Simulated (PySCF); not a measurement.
```json
{"atom": "Cl", "x (Å)": "-0.8584", "y (Å)": "2.7690", "z (Å)": "0.1412"}
{"atom": "C", "x (Å)": "-0.3688", "y (Å)": "1.0580", "z (Å)": "0.3986"}
{"atom": "C", "x (Å)": "1.0629", "y (Å)": "0.8334", "z (Å)": "-0.0520"}
{"atom": "C", "x (Å)": "1.4106", "y (Å)": "-0.6447", "z (Å)": "0.0865"}
{"atom": "O", "x (Å)": "0.5166", "y (Å)": "-1.4580", "z (Å)": "-0.6232"}
{"atom": "C", "x (Å)": "-0.8040", "y (Å)": "-1.3182", "z (Å)": "-0.1744"}
{"atom": "C", "x (Å)": "-1.3066", "y (Å)": "0.1130", "z (Å)": "-0.3299"}
{"atom": "H", "x (Å)": "-0.4467", "y (Å)": "0.8955", "z (Å)": "1.4857"}
{"atom": "H", "x (Å)": "1.7580", "y (Å)": "1.4526", "z (Å)": "0.5357"}
{"atom": "H", "x (Å)": "1.1565", "y (Å)": "1.1343", "z (Å)": "-1.1081"}
{"atom": "H", "x (Å)": "2.4150", "y (Å)": "-0.8453", "z (Å)": "-0.3138"}
{"atom": "H", "x (Å)": "1.4179", "y (Å)": "-0.9292", "z (Å)": "1.1607"}
{"atom": "H", "x (Å)": "-1.4200", "y (Å)": "-2.0110", "z (Å)": "-0.7661"}
{"atom": "H", "x (Å)": "-0.8825", "y (Å)": "-1.6295", "z (Å)": "0.8895"}
{"atom": "H", "x (Å)": "-1.3251", "y (Å)": "0.3809", "z (Å)": "-1.3986"}
{"atom": "H", "x (Å)": "-2.3331", "y (Å)": "0.2082", "z (Å)": "0.0568"}
```

Geometry: PBE0-D3(BJ)/def2-SVP.

Level of theory: PySCF 2.14.0, PBE0/pcSseg-1, SCF density, gas phase, non-relativistic.

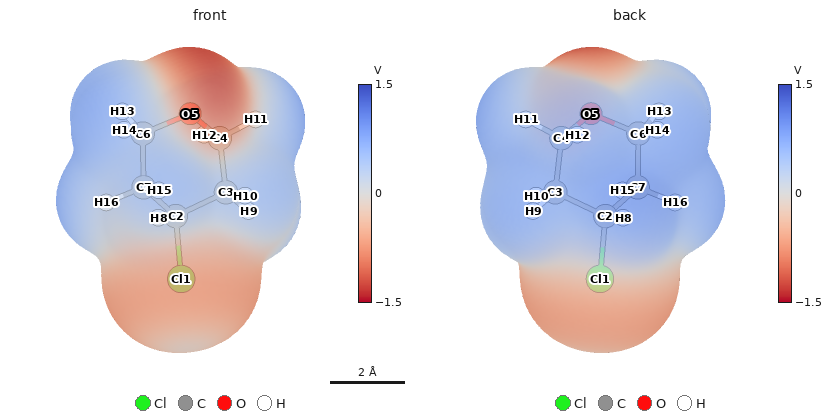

C5H9ClO (SMILES ClC1CCOCC1). The electrostatic potential painted on the density surface at 0.001 e/bohr³, seen from the front and from behind; red is negative and blue positive.

Which sites attract a positive test charge, and which a negative one?

Answer. A positive charge is drawn to the negative regions and a negative charge to the positive ones. The most negative region (about −1.2 V) lies over O5, the most positive (about +0.8 V) over H8. O5 is the likeliest acceptor of a hydrogen bond.

How polar is the molecule by this calculation?

Answer. Its dipole moment is 1.60 D.
